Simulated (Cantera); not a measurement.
Charge: 1 mol Si3N4, 0.15 mol O2, 2.5 mol H2, equilibrated at 13.3 mbar.

Equilibrium computed with Cantera from the NASA thermochemical tables; the gas is ideal and each condensed phase is pure. Candidate condensed phases: H2O, Si, SiO2, Si2N2O, Si3N4; 35 gas species. Mutual solubility and eutectic melting of coexisting phases are not modelled. The tables' values for SiN are old estimates; treat these amounts as uncertain. Gases not in the tables: Si2H6 and higher silanes. Rates play no part.

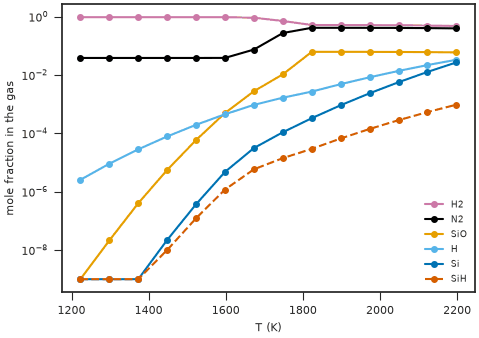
Fig. 1. Equilibrium gas composition (values under 1e-9 drawn at 1e-9)

**Question.** Read off the mole fractions at 1523 K.

**Answer.** H2 about 0.96, N2 about 0.038, H about 0.00020, SiO about 5.9e-5, Si about 3.7e-7, SiH about 1.2e-7.
